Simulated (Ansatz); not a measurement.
**Tc of Pb (Fm-3m) from its phonons**

Aim: the phonon-mediated transition temperature of Pb (Fm-3m) at ambient pressure, over a range of μ*. The cell shown first is a relaxed one, from steps not shown here.

Method: DFT PBE, scalar-relativistic, plane waves, PAW; PAW set soft_1, in Ansatz 0.2.0.

**What experiment says.**

For Pb (bulk crystal), “List of superconductors” (2026, Wikipedia's table of superconducting elements, as read in December) quotes earlier work: superconducting transition temperature (bulk, normal pressure) 7.19 K.

Report form: the programs' logs are mostly left out.

### Step 1. The cell after earlier relaxation steps

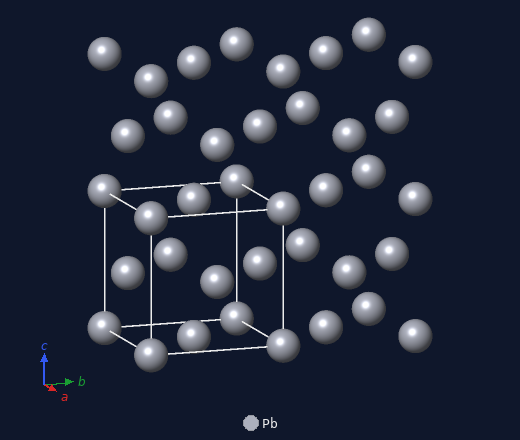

The cell as given, slightly off an axis (lead light grey). 1×2×2 cells are drawn. This picture shows the conventional cell, with its axes. Some periodic images of atoms are drawn too.

### Step 2. Resistivity: q 4×4×4, k 12×12×12, scattering 20×20×20

The run that gives the couplings also evaluates McMillan's and Allen and Dynes's formulas and, where asked, the Eliashberg equations, over a range of μ*.

Input file input.yaml:

```yaml
crystal:
  lattice:
    - [0.0, 2.5156208674, 2.5156208674]
    - [2.5156208674, 0.0, 2.5156208674]
    - [2.5156208674, 2.5156208674, 0.0]
  atoms:
    - { symbol: Pb, position: [0.0, 0.0, 0.0] }
kpoints:
  mp_grid: { grid: [12, 12, 12] }
hamiltonian:
  xc: pbe
  pseudopotentials: { kind: paw, azcp: { folder: soft_1 } }
scf:
  occupations: { method: methfessel_paxton, width: 0.2 }
output:
  eigenvalues: true
phonons:
  method: dfpt
  qmesh: [4, 4, 4]
  temperatures: { t_max: 1000, t_step: 50 }
  qpath:
    path:
      - [[0.0, 0.0, 0.0], [0.5, 0.0, 0.5], [0.625, 0.25, 0.625]]
      - [[0.375, 0.375, 0.75], [0.0, 0.0, 0.0], [0.5, 0.5, 0.5], [0.5, 0.25, 0.75], [0.5, 0.0, 0.5]]
    npoints: 6
  electrical_resistivity:
    mesh: [20, 20, 20]
    temperatures: [20.0, 50.0, 80.0, 100.0, 150.0, 200.0, 273.0, 300.0, 400.0, 500.0, 600.0, 800.0]
  superconductivity: { mesh: [20, 20, 20] }
```

On the command line:

```bash
$ ansatz run input.yaml --threads 16 --pin off --max-ram 92160MiB --backend cuda --events-out ev --progress --plain --runs-dir out --max-vram 78GiB
```

Elapsed: 24 s, on 1 × NVIDIA GB200 with 16 threads of Arm Neoverse V2, shared host; peak memory 3.2 GiB.

This step gave:

- volume per atom: 31.84 Å³/atom
- metallic on mesh: yes
- gap on the k-mesh: 0 eV
- zero point energy: 0.007837 eV/cell
- share of imaginary modes in the plain interpolation between solved wavevectors: 0
- highest frequency, solved or plainly interpolated: 57.4 cm⁻¹
- Debye temperature (second moment): 80 K
- resistivity at 300 K: 13.45 μΩ cm
- coupling constant λ: 1.122
- density of states at the Fermi level: 0.262 states/eV a spin and cell
- log mean phonon energy ħω_log: 5.207 meV
- transport coupling constant λ_tr: 0.9549, 0.9549, 0.9549 (xx, yy, zz)
- Drude plasma energy: 8.984, 8.984, 8.984 eV (xx, yy, zz)
- resistivity times mean free path: 8.457, 8.457, 8.457 × 10⁻¹⁶ Ω m² (xx, yy, zz)
- second-moment phonon energy ħω₂: 5.738 meV
- coupling λ by branch: 0.465, 0.359, 0.297 (branches by rank of frequency)

Transition temperatures:

```csv
μ*,McMillan Tc (K),Allen–Dynes Tc (K),isotropic Fermi-surface Tc (K),isotropic full bandwidth Tc (K),anisotropic Fermi-surface Tc (K),anisotropic full bandwidth Tc (K),anisotropic narrow window Tc (K)
0.08,5.37,5.79,5.69,5.69,5.91,5.91,5.91
0.1,4.96,5.31,5.16,5.16,5.4,5.4,5.4
0.12,4.55,4.85,4.66,4.66,4.89,4.89,4.89
0.13,4.35,4.62,4.41,4.41,4.65,4.65,4.65
0.14,4.15,4.4,4.17,4.17,4.41,4.41,4.41
0.16,3.76,3.97,3.7,3.7,3.95,3.95,3.95
0.2,3,3.15,2.84,2.84,3.09,3.09,3.09
```

### Step 3. Coupling and resistivity: q 4×4×4, k 16×16×16, scattering 24×24×24

The next rung changes the k mesh of the density and its response; the scattering mesh, which samples the Fermi surface.

Changes to input.yaml since step 2:

```diff
@@ -8,3 +8,3 @@
 kpoints:
-  mp_grid: { grid: [12, 12, 12] }
+  mp_grid: { grid: [16, 16, 16] }
 hamiltonian:
@@ -26,4 +26,4 @@
   electrical_resistivity:
-    mesh: [20, 20, 20]
+    mesh: [24, 24, 24]
     temperatures: [20.0, 50.0, 80.0, 100.0, 150.0, 200.0, 273.0, 300.0, 400.0, 500.0, 600.0, 800.0]
-  superconductivity: { mesh: [20, 20, 20] }
+  superconductivity: { mesh: [24, 24, 24] }
```

Run time: 34 s. Hardware: 1 × NVIDIA GB200 with 16 threads; peak memory 3.2 GiB; 5.9 min of CPU time.

This step gave:

* zero point energy: 0.008650 eV/cell
* highest frequency, solved or plainly interpolated: 68.4 cm⁻¹
* Debye temperature (second moment): 90 K
* resistivity at 300 K: 13.68 μΩ cm
* coupling constant λ: 1.154
* density of states at the Fermi level: 0.2633 states/eV a spin and cell
* log mean phonon energy ħω_log: 5.201 meV
* transport coupling constant λ_tr: 0.9777, 0.9777, 0.9777 (xx, yy, zz)
* Drude plasma energy: 9.017, 9.017, 9.017 eV (xx, yy, zz)
* resistivity times mean free path: 8.396, 8.396, 8.396 × 10⁻¹⁶ Ω m² (xx, yy, zz)
* second-moment phonon energy ħω₂: 5.745 meV
* coupling λ by branch: 0.478, 0.368, 0.308 (branches by rank of frequency)

Transition temperatures:

```csv
μ*,McMillan Tc (K),Allen–Dynes Tc (K),isotropic Fermi-surface Tc (K),isotropic full bandwidth Tc (K),anisotropic Fermi-surface Tc (K),anisotropic full bandwidth Tc (K),anisotropic narrow window Tc (K)
0.08,5.55,6.01,5.91,5.91,6.14,6.14,6.14
0.1,5.14,5.53,5.38,5.38,5.61,5.61,5.61
0.12,4.74,5.06,4.86,4.86,5.1,5.1,5.1
0.13,4.53,4.83,4.61,4.61,4.86,4.86,4.86
0.14,4.33,4.61,4.37,4.37,4.61,4.61,4.61
0.16,3.94,4.17,3.9,3.9,4.15,4.15,4.15
0.2,3.17,3.33,3.02,3.02,3.27,3.27,3.27
```

Between step 2 and this run (k-mesh 16×16×16 and scattering mesh 24×24×24) the value for the log mean phonon energy ħω_log moves from 5.21 meV to 5.20 meV.

### Step 4. Electron–phonon run: q 6×6×6, k 18×18×18, scattering 36×36×36

The next rung changes the q mesh, which sets the reach of the force constants and couplings; the k mesh of the density and its response; the scattering mesh, which samples the Fermi surface.

input.yaml, the sections that differ from step 3:

```yaml
kpoints:
  mp_grid: { grid: [18, 18, 18] }
phonons:
  method: dfpt
  qmesh: [6, 6, 6]
  temperatures: { t_max: 1000, t_step: 50 }
  qpath:
    path:
      - [[0.0, 0.0, 0.0], [0.5, 0.0, 0.5], [0.625, 0.25, 0.625]]
      - [[0.375, 0.375, 0.75], [0.0, 0.0, 0.0], [0.5, 0.5, 0.5], [0.5, 0.25, 0.75], [0.5, 0.0, 0.5]]
    npoints: 6
  electrical_resistivity:
    mesh: [36, 36, 36]
    temperatures: [20.0, 50.0, 80.0, 100.0, 150.0, 200.0, 273.0, 300.0, 400.0, 500.0, 600.0, 800.0]
  superconductivity: { mesh: [36, 36, 36] }
# crystal, hamiltonian, scf, output: as in step 3
```

Elapsed: 2.4 min, on 1 × NVIDIA GB200 with 16 threads; peak memory 6.1 GiB; 27 min of CPU time.

Numbers from this step:

```yaml
zero_point_energy: 0.008318 eV/cell
highest_frequency_solved_or_plainly_interpolated: 68.33 cm⁻¹
debye_temperature_second_moment: 87 K
resistivity_at_300_k: 13.49 μΩ cm
coupling_constant_lambda: 1.139
log_mean_phonon_energy_omega_log: 5.215 meV
transport_coupling_constant_lambda_tr: 0.9644, 0.9644, 0.9644 (xx, yy, zz)
drude_plasma_energy: 9.013, 9.013, 9.013 eV (xx, yy, zz)
resistivity_times_mean_free_path: 8.398, 8.398, 8.398 × 10⁻¹⁶ Ω m² (xx, yy, zz)
second_moment_phonon_energy_omega: 5.765 meV
coupling_lambda_by_branch: 0.473, 0.36, 0.306 (branches by rank of frequency)
```

Transition temperatures:

```csv
μ*,McMillan Tc (K),Allen–Dynes Tc (K),isotropic Fermi-surface Tc (K),isotropic full bandwidth Tc (K),anisotropic Fermi-surface Tc (K),anisotropic full bandwidth Tc (K),anisotropic narrow window Tc (K)
0.08,5.48,5.92,5.83,5.83,6.06,6.06,6.06
0.1,5.07,5.44,5.3,5.3,5.53,5.53,5.53
0.12,4.66,4.97,4.78,4.78,5.02,5.02,5.02
0.13,4.46,4.75,4.53,4.53,4.78,4.78,4.78
0.14,4.26,4.52,4.29,4.29,4.54,4.53,4.53
0.16,3.86,4.09,3.82,3.82,4.07,4.07,4.07
0.2,3.1,3.26,2.94,2.94,3.2,3.2,3.2
```

The Eliashberg function α²F has structure finer than the step of the table below, so its rows give means over 1 meV, whole bins alone (the curve runs from 0.034 to 8.59 meV). Peaks (meV: height): α²F 4.8: 0.880, 8.0: 1.62; α²F tr 4.9: 0.799, 8.0: 1.53.

Eliashberg function α²F against phonon energy; means over each step:

```csv
phonon energy (meV),α²F,α²F tr
1,0.00391,0.00112
2,0.0285,0.0119
3,0.101,0.0633
4,0.511,0.433
5,0.733,0.673
6,0.396,0.331
7,0.469,0.361
8,0.893,0.846
```

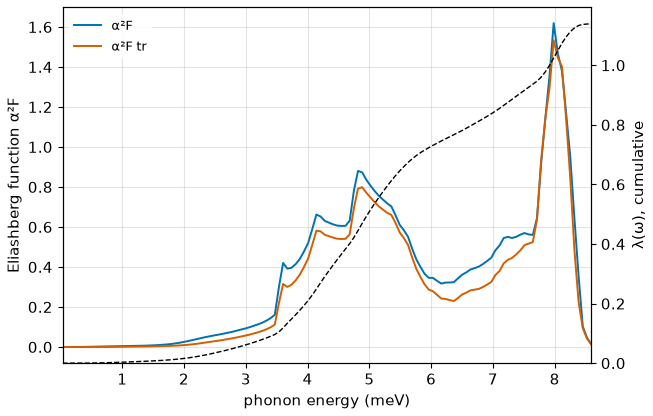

Eliashberg function α²F, plotted against phonon energy. The dashed line is the running λ.

Anisotropic full-bandwidth solution, weighted at the Fermi level. Gaps:

```csv
mu*,T (K),mean gap (meV),5 % (meV),95 % (meV),mean Z
0.1,1.38,0.929,0.721,1.06,2.08
0.1,2.77,0.892,0.692,1.01,2.08
0.1,4.15,0.732,0.567,0.829,2.1
0.1,4.98,0.5,0.388,0.567,2.12
0.13,1.19,0.784,0.596,0.899,2.09
0.13,2.39,0.752,0.571,0.862,2.1
0.13,3.58,0.615,0.467,0.705,2.11
0.13,4.3,0.421,0.319,0.481,2.12
0.16,1.02,0.652,0.485,0.755,2.1
0.16,2.03,0.625,0.465,0.723,2.11
0.16,3.05,0.51,0.38,0.59,2.12
0.16,3.66,0.348,0.26,0.402,2.13
```

dTc/da2F against phonon energy:

```csv
phonon energy (meV),dTc/da2F (K/meV)
0.5,1.03
1.0,1.86
1.5,2.41
2.0,2.72
2.5,2.86
3.0,2.88
3.5,2.84
4.0,2.77
4.5,2.68
5.0,2.58
5.5,2.48
6.0,2.37
6.5,2.28
7.0,2.19
7.5,2.09
8.0,2.01
8.5,1.93
```

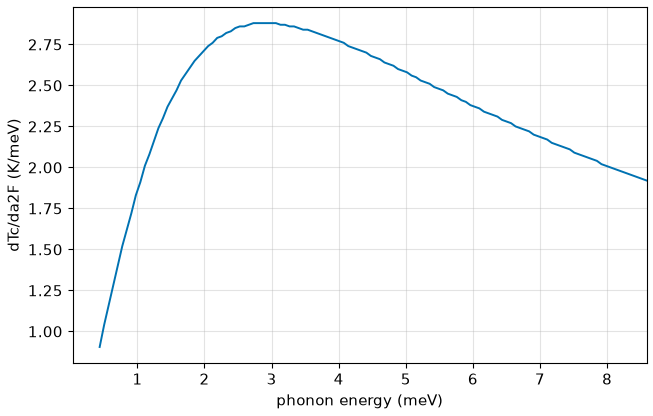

dTc/da2F, plotted against phonon energy.

The share of the Fermi-level states by lambda of a state:

```csv
lambda of a state,share of the Fermi-level states
0.633,0
0.671,1.0e-4
0.708,0.0014
0.746,0.01
0.783,0.0406
0.821,0.069
0.858,0.0828
0.896,0.0921
0.934,0.0207
0.971,0.0023
1.010,2.0e-4
1.050,0
1.080,0
1.120,0
1.160,0.0612
1.200,0.118
1.230,0.121
1.270,0.120
1.310,0.102
1.350,0.0735
1.380,0.048
1.420,0.0318
1.460,0.006
1.500,1.0e-4
```

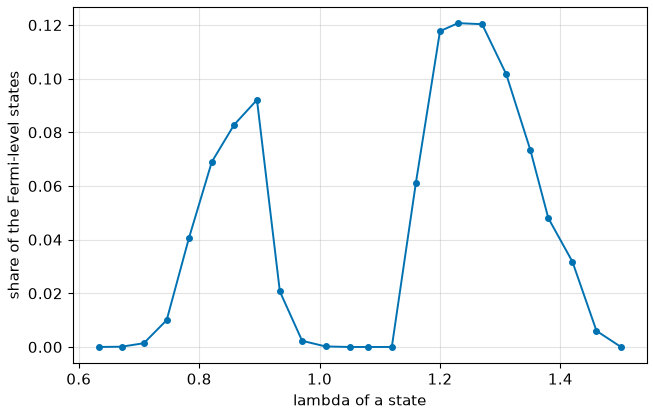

Share of the Fermi-level states, plotted against lambda of a state.

### Step 5. Summary of results

```json
{"meshes": "q 6×6×6, k 18×18×18, scattering 36×36×36", "coupling constant λ": "1.14", "log mean phonon energy ħω_log": "5.21 meV", "Allen–Dynes Tc at μ* = 0.1": "5.44 K", "Allen–Dynes Tc at μ* = 0.13": "4.75 K", "anisotropic Eliashberg Tc at μ* = 0.1": "5.53 K", "anisotropic Eliashberg Tc at μ* = 0.13": "4.78 K"}
```

In the last run (PBE, q 6×6×6, k 18×18×18, scattering 36×36×36), with λ = 1.1 and ħω_log = 5.21 meV, Tc at μ* = 0.13 is 4.5 K by McMillan's formula, 4.8 K by Allen and Dynes's and 4.8 K by the anisotropic Eliashberg equations. Raising μ* from 0.10 to 0.16 lowers the Allen–Dynes value from 5.4 to 4.1 K. The mean gap at a quarter of Tc gives 2Δ/k_B Tc = 3.81, against 3.53 in weak-coupling theory. The gap spreads from 0.60 to 0.90 meV over nine tenths of the Fermi surface. λ of these runs moves by 0 to 4 % between their two finest meshes, and Tc by more, so small gaps between the runs or to the measured value rank nothing. Over the runs, λ takes the values 1.12, 1.15 and 1.14, in the order shown. No spin–orbit coupling, which matters for Pb.  μ* is a typed number, phonons are harmonic, and spin fluctuations are left out; at μ* = 0.13 McMillan's formula turns 1 % in λ into about 1.5 % in Tc.

Computed beside measured:

| quantity | measured | Allen–Dynes, PBE, q 4×4×4, fine 20×20×20 | Eliashberg, PBE, q 4×4×4, fine 20×20×20 | Allen–Dynes, PBE, q 4×4×4, fine 24×24×24 | Eliashberg, PBE, q 4×4×4, fine 24×24×24 | Allen–Dynes, PBE, q 6×6×6, fine 36×36×36 | Eliashberg, PBE, q 6×6×6, fine 36×36×36 |
| --- | --- | --- | --- | --- | --- | --- | --- |
| superconducting transition temperature (μ* = 0.13) (kelvin) | 7.19 | 4.62 (-35.7 %) | 4.65 (-35.3 %) | 4.83 (-32.8 %) | 4.86 (-32.4 %) | 4.75 (-33.9 %) | 4.78 (-33.5 %) |

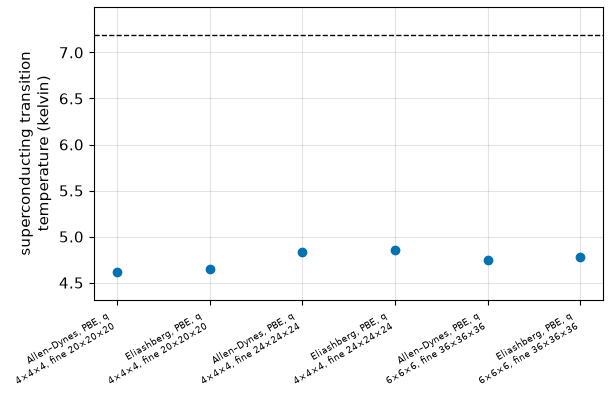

The superconducting transition temperature by level; the dashed line is the measured value.

Measured values from Wikipedia's table of superconducting elements, as read in December (2026).

Verdict: For the superconducting transition temperature, of the levels listed nearest comes Eliashberg, PBE, q 4×4×4, fine 24×24×24 (-32.4 %, a clear miss) and farthest Allen–Dynes, PBE, q 4×4×4, fine 20×20×20 (-35.7 %, a clear miss).

[Logs are printed without paths, hosts, clocks, repeated set-up lines and the standing remarks that a program may print on its own settings, such as how far it seeks lower states.]

[Hosts, paths, dates, database ids (printed as entryN), source tags and the programs' standing remarks are cut or masked in the printed files.]
